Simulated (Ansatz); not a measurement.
# Run report: C2H8OSi2, phonon calculation

The run: phonon calculation of C2H8OSi2. Method and program: RKS r2SCAN/STO-3G (Ansatz 0.2.0).

It belongs to a series of runs on one base structure; here: vibrations at the highest image of the band. Figures and captions count atoms from 1; the log counts them from 0 in places.

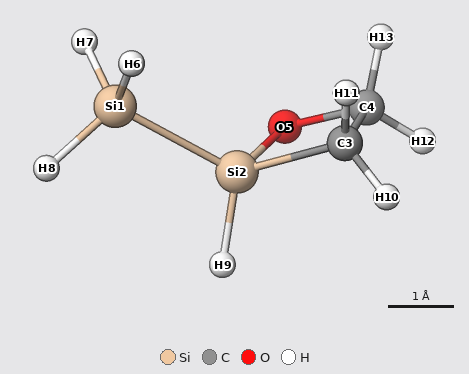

*The structure (ball-and-stick view, seen at a tilt; atoms are numbered from 1 in the order of the input).*

Bond lengths as drawn: C–C 1.57 Å, C–H 1.10 to 1.11 Å, C–O 1.49 Å, C–Si 1.88 Å, H–Si 1.45 to 1.46 Å, O–Si 1.76 Å and Si–Si 2.27 Å.

### Input file
```yaml
crystal:
  periodic: [false, false, false]
  atoms:
    - { symbol: Si, position_ang: [0.275506, -1.138965, 2.002269] }
    - { symbol: Si, position_ang: [-0.007626, -0.763333, -0.218985] }
    - { symbol: C, position_ang: [0.665212, 0.808962, -0.994434] }
    - { symbol: C, position_ang: [-0.844599, 1.155763, -1.269909] }
    - { symbol: O, position_ang: [-1.53968, -0.040133, -0.702993] }
    - { symbol: H, position_ang: [1.283025, -0.253388, 2.54413] }
    - { symbol: H, position_ang: [-0.950494, -0.912381, 2.73533] }
    - { symbol: H, position_ang: [0.700674, -2.498696, 2.252953] }
    - { symbol: H, position_ang: [0.276944, -1.977187, -0.976248] }
    - { symbol: H, position_ang: [1.255925, 0.696617, -1.911489] }
    - { symbol: H, position_ang: [1.159067, 1.531005, -0.333076] }
    - { symbol: H, position_ang: [-1.075955, 1.268796, -2.353186] }
    - { symbol: H, position_ang: [-1.177597, 2.088239, -0.759464] }
basis:
  gaussian: { orbitals: STO-3G }
hamiltonian:
  xc: r2scan
phonons: {}
```

Run on 1 thread of Intel Xeon (Sapphire Rapids), 64 GiB of memory available, shared host.

Command:
```bash
ansatz run input.yaml --threads 1 --pin off --max-ram 2048MiB --backend cpu --events-out ev --progress --plain --runs-dir out
```

### Log
```
Engine: ansatz 0.2.0, x86_64-unknown-linux-gnu
Functional definition: r2SCAN
  parameter k0 = 0.174
  parameter k1 = 0.065
  parameter a1 = 4.9479
  exchange = r2scan_x(k0 = k0, k1 = k1, a1 = a1)
  correlation = r2scan_c
575 factors; integrals over basis functions are off by at most 1.0e-5 eV
mean field evaluation 1: about -19764.8999 eV, gradient 2.8e1 eV
mean field evaluation 2: about -19757.9493 eV, gradient 5.7e1 eV
mean field evaluation 4: about -19767.5600 eV, gradient 2.5e0 eV
mean field evaluation 8: about -19767.4769 eV, gradient 3.9e-2 eV
mean field -19767.47694334 eV, -726.4413787905 hartree, gradient 3.4e-5 eV, S^2 0.000000; 0 other end points of the search recorded, 0 dependent functions left out
the calculation of the forces begins
reference -19767.47695068 eV, -726.4413790605 hartree; 28, 28 occupied and 13, 13 virtual orbitals, 575 factors
these checks for a lower state are left out or cut short: stability, starts, cluster_reference, orbital_swaps, neighbouring_geometries, increment
575 factors; integrals over basis functions are off by at most 1.0e-5 eV
mean field evaluation 16: about -19767.4768 eV, gradient 4.9e-2 eV
mean field -19767.47681550 eV, -726.4413740928 hartree, gradient 1.9e-6 eV, S^2 0.000000; 0 other end points of the search recorded, 0 dependent functions left out
[... from here on the field's lines of each further geometry are left out, up to the last ...]
the calculation of the forces begins
reference -19767.47690658 eV, -726.4413774396 hartree; 28, 28 occupied and 13, 13 virtual orbitals, 575 factors
these checks for a lower state are left out or cut short: stability, starts, cluster_reference, orbital_swaps, neighbouring_geometries, increment
575 factors; integrals over basis functions are off by at most 1.0e-5 eV
mean field evaluation 480: about -19767.4769 eV, gradient 4.4e-5 eV
mean field -19767.47690598 eV, -726.4413774177 hartree, gradient 2.1e-6 eV, S^2 0.000000; 0 other end points of the search recorded, 0 dependent functions left out
the calculation of the forces begins
reference -19767.47691333 eV, -726.4413776877 hartree; 28, 28 occupied and 13, 13 virtual orbitals, 575 factors
WARN: phonons: modes at or below zero, which the zero-point energy, F, S and C_V leave out: 1, the lowest at -60.94 cm⁻¹. A minimum has none, and a first-order saddle one
Total energy: -19767.47695068 eV, -726.4413790605 hartree
Atom 0 at     0.275506    -1.138965     2.002269 Å, force    -0.000547     0.001360    -0.003068 eV/Å
Atom 1 at    -0.007626    -0.763333    -0.218985 Å, force     0.009053    -0.003601     0.003957 eV/Å
Atom 2 at     0.665212     0.808962    -0.994434 Å, force    -0.001630    -0.000467    -0.002805 eV/Å
Atom 3 at    -0.844599     1.155763    -1.269909 Å, force     0.002727     0.003007     0.003070 eV/Å
Atom 4 at    -1.539680    -0.040133    -0.702993 Å, force    -0.006767     0.002812     0.000163 eV/Å
Atom 5 at     1.283025    -0.253388     2.544130 Å, force    -0.000721    -0.000288     0.002223 eV/Å
Atom 6 at    -0.950494    -0.912381     2.735330 Å, force     0.000582    -0.000834    -0.000935 eV/Å
Atom 7 at     0.700674    -2.498696     2.252953 Å, force     0.000067    -0.000174     0.000589 eV/Å
Atom 8 at     0.276944    -1.977187    -0.976248 Å, force    -0.001023     0.000394    -0.000502 eV/Å
Atom 9 at     1.255925     0.696617    -1.911489 Å, force     0.000055     0.000225    -0.000084 eV/Å
Atom 10 at     1.159067     1.531005    -0.333076 Å, force    -0.001782    -0.000996    -0.000226 eV/Å
Atom 11 at    -1.075955     1.268796    -2.353186 Å, force     0.000307    -0.001034    -0.001034 eV/Å
Atom 12 at    -1.177597     2.088239    -0.759464 Å, force    -0.000321    -0.000402    -0.001347 eV/Å
Dipole moment:     0.288985    -0.019297     0.047452 e Å
Vibrations: -60.94 65.22 164.11 210.91 474.97 587.42 600.61 660.47 711.13 812.90 860.59 880.63 907.34 1007.78 1036.86 1058.04 1095.24 1129.63 1131.49 1218.83 1283.89 1325.90 1436.17 1661.30 1687.55 2582.79 2643.09 2698.06 2700.43 3240.29 3341.45 3367.08 3497.33 cm⁻¹, zero-point energy 2.856563 eV
```

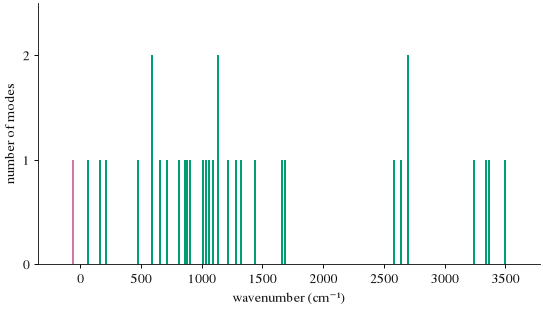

*Harmonic vibrational wavenumbers from the force constants; neighbouring modes closer than 16 cm⁻¹ are counted in one stick, and imaginary ones are drawn at negative wavenumbers.*

33 modes from 61i to 3497 cm⁻¹, 1 imaginary beyond 8i (61i cm⁻¹): not a clean minimum; so soft a mode can be a shallow saddle, an incomplete relaxation or noise of the force constants.

### Key numbers

```json
{"quantity": "outcome", "value": "converged"}
{"quantity": "total energy", "value": "−19767.4770 eV"}
{"quantity": "mean-field energy", "value": "−19767.4770 eV"}
{"quantity": "largest force (length of the vector)", "value": "0.011 eV/Å"}
{"quantity": "wall time", "value": "2.6 min"}
{"quantity": "peak memory", "value": "0.14 GiB"}
```
